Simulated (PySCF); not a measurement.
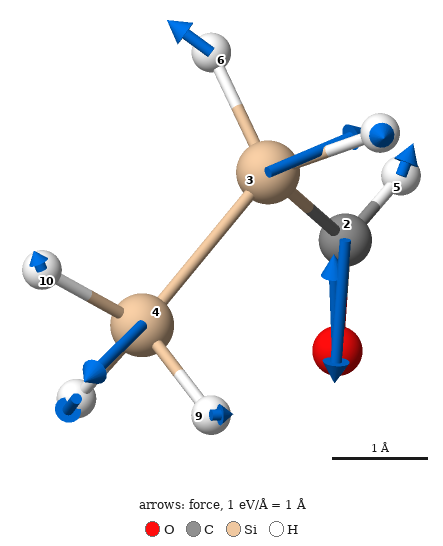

Starting geometry of CH₆OSi₂ with the computed forces as blue arrows. Style: ball-and-stick. Shown from a free direction.

The start comes from GFN2-xTB. Its atoms were then displaced at random by about 0.01 Å.

All numbers below come from PBE0-D3(BJ)/def2-SVP geometry optimisation, gas phase (PySCF 2.14.0, density-fitted response routines). 

Is this structure relaxed? If not, where do the atoms go?

It isn't relaxed: the largest force vector, on the C atom, is 1.61 eV/Å. The final displacements have little in common with the starting forces (cosine between the two patterns 0.09). After 16 geometry steps the energy has fallen by 16.1 kJ/mol. The atom that moves furthest after the best rigid fit is an H atom (0.48 Å). By element the largest moves are H 0.48 Å, O 0.15 Å, C 0.13 Å, Si 0.11 Å. Near-neighbour distances that change, for instance: Si–Si 2.261 → 2.341 Å, H–Si 1.463 → 1.493 Å, C–O 1.222 → 1.206 Å, C–H 1.116 → 1.126 Å. Among the angles between lasting bonds that change: C–Si–H 102.1° → 108.7°, Si–Si–H 119.4° → 113.6°, C–Si–H 103.9° → 108.5°. Groups turn about Si–Si by about 25°. Cost: 40 s on 1 thread of Arm Neoverse V2 (shared host).
